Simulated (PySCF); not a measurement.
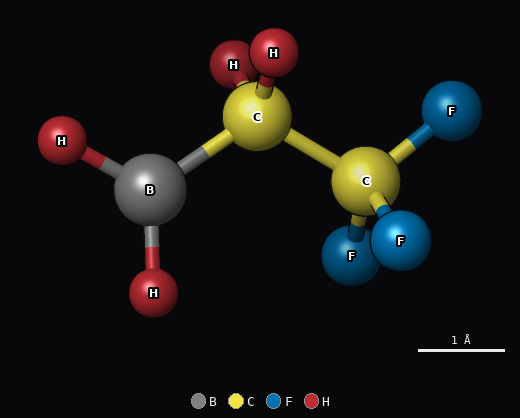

*The structure as given in the input (ball-and-stick view, seen at a tilt).*

NMR shielding calculation of C₂H₄BF₃

C₂H₄BF₃, SMILES BCC(F)(F)F, computed with GIAO PBE/pcSseg-2 NMR shielding, non-relativistic, gas phase (PySCF 2.14.0).

The geometry comes from this level: PBE0-D3(BJ)/def2-SVP. Figures and captions count atoms from 1; the log counts them from 0 in places.

**The input**
```
{"job": {"kind": "nmr", "xc": "PBE", "basis": "pcSseg-2", "pop": false}, "charge": 0, "multiplicity": 1}
B     -1.437049     0.223292    -0.267827
C      0.043144     0.568396     0.096728
C      1.016447    -0.574562     0.106164
F      1.087616    -1.168910    -1.090516
F      2.254716    -0.177521     0.424743
F      0.661464    -1.508822     0.996467
H     -2.252946     1.113732    -0.256811
H     -1.781843    -0.894683    -0.559589
H      0.405456     1.340008    -0.606207
H      0.063031     1.063070     1.083838
```

The first line tells a small driver script what to run in PySCF; the rest is the geometry in Å.

Hardware: 1 CPU thread, shared host.

Launch command:
```bash
OMP_NUM_THREADS=1 python <driver script> task.json out
```

**Output**
```
coarse grid: 9000 points
cycle   1  E = -402.5952741087  dE =  6.598e-01  |g| = 9.208e-01  |ddm| = 2.063e+00
cycle   2  E = -402.3011173095  dE =  2.942e-01  |g| = 1.688e+00  |ddm| = 1.115e+00
cycle   3  E = -402.7296604554  dE = -4.285e-01  |g| = 1.258e-01  |ddm| = 7.236e-01
cycle   4  E = -402.7325201171  dE = -2.860e-03  |g| = 6.160e-02  |ddm| = 1.167e-01
cycle   5  E = -402.7333583821  dE = -8.383e-04  |g| = 8.355e-03  |ddm| = 4.145e-02
cycle   6  E = -402.7333736642  dE = -1.528e-05  |g| = 3.399e-03  |ddm| = 8.559e-03
cycle   7  E = -402.7333758113  dE = -2.147e-06  |g| = 1.035e-03  |ddm| = 2.798e-03
final grid: 89928 points
cycle   8  E = -402.7331648222  dE = -1.432e-04  |g| = 1.113e-02  |ddm| = 4.546e-02
cycle   9  E = -402.7331137382  dE =  5.108e-05  |g| = 2.033e-02  |ddm| = 1.640e-02
cycle  10  E = -402.7331897136  dE = -7.598e-05  |g| = 1.642e-03  |ddm| = 1.018e-02
cycle  11  E = -402.7331901697  dE = -4.561e-07  |g| = 5.382e-04  |ddm| = 1.293e-03
cycle  12  E = -402.7331902193  dE = -4.959e-08  |g| = 1.488e-04  |ddm| = 3.627e-04
cycle  13  E = -402.7331902225  dE = -3.222e-09  |g| = 5.618e-05  |ddm| = 1.063e-04
cycle  14  E = -402.7331902229  dE = -4.327e-10  |g| = 1.690e-05  |ddm| = 3.700e-05
```

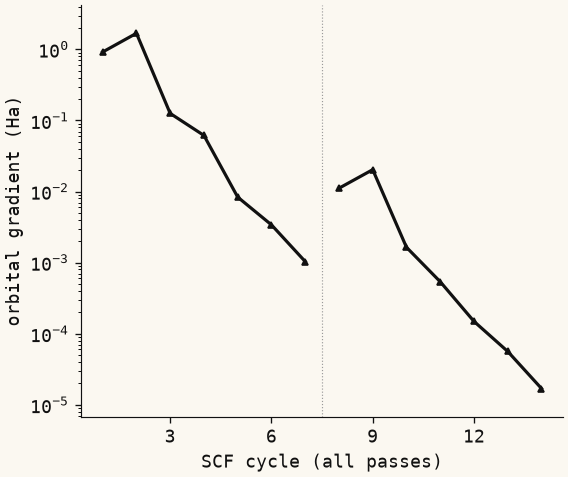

*Convergence of the self-consistent field: orbital gradient against the SCF cycle. The dotted line marks the change from a coarse to the final integration grid.*

The first 7 cycles use a coarse grid, the final grid takes over at cycle 8, and the field converges after 14 cycles in all.

```
converged SCF energy = -402.7331902229

GIAO shielding tensors (ppm)
atom      isotropic    diamagn.    paramagn.     s11        s22        s33       span
  0 B       -0.332     191.960    -192.291    -74.283    -51.353    124.641    198.924
  1 C      135.709     248.902    -113.193    106.824    145.421    154.882     48.058
  2 C       36.878     238.739    -201.861     31.495     35.916     43.222     11.728
  3 F      234.669     470.224    -235.554    153.395    230.018    320.595    167.200
  4 F      230.958     467.931    -236.974    149.506    222.331    321.036    171.529
  5 F      233.237     470.334    -237.097    152.140    227.486    320.083    167.943
  6 H       23.437      28.952      -5.515     16.686     26.422     27.203     10.517
  7 H       23.109      29.371      -6.262     14.800     26.604     27.922     13.122
  8 H       28.600      29.963      -1.363     24.428     28.209     33.163      8.735
  9 H       28.486      30.026      -1.540     24.376     28.076     33.005      8.629
```

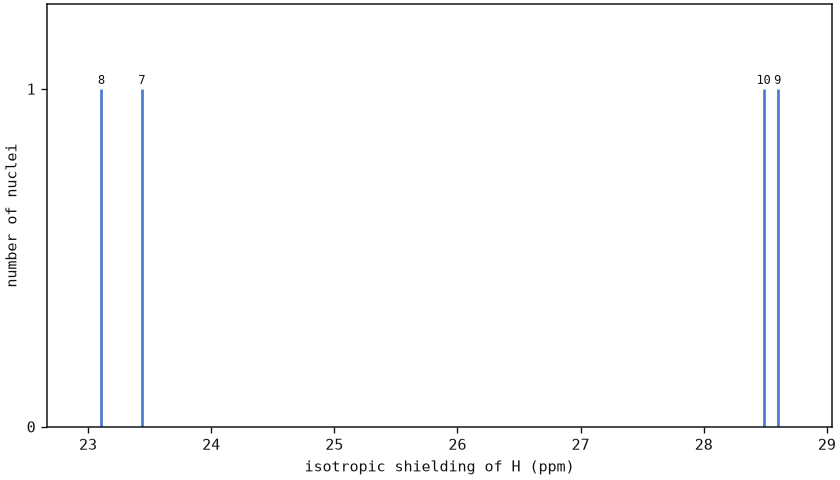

*Isotropic shieldings of the hydrogen nuclei in this fixed geometry, labelled by atom number; shielding grows to the right, so chemical shift grows to the left.*

The least shielded is H8 (23.1 ppm), the most shielded H9 (28.6 ppm).

**Summary**

| quantity | value |
| --- | --- |
| outcome | converged |
| total energy | −402.733190 hartree |
| HOMO | −8.26 eV |
| LUMO | −2.94 eV |
| dipole moment | 2.09 D |
| isotropic shielding, B | −0.3 ppm |
| isotropic shielding, C | 36.9 to 135.7 ppm |
| isotropic shielding, F | 231.0 to 234.7 ppm |
| isotropic shielding, H | 23.1 to 28.6 ppm |
| wall time | 36 s |
| peak memory | 0.82 GiB |
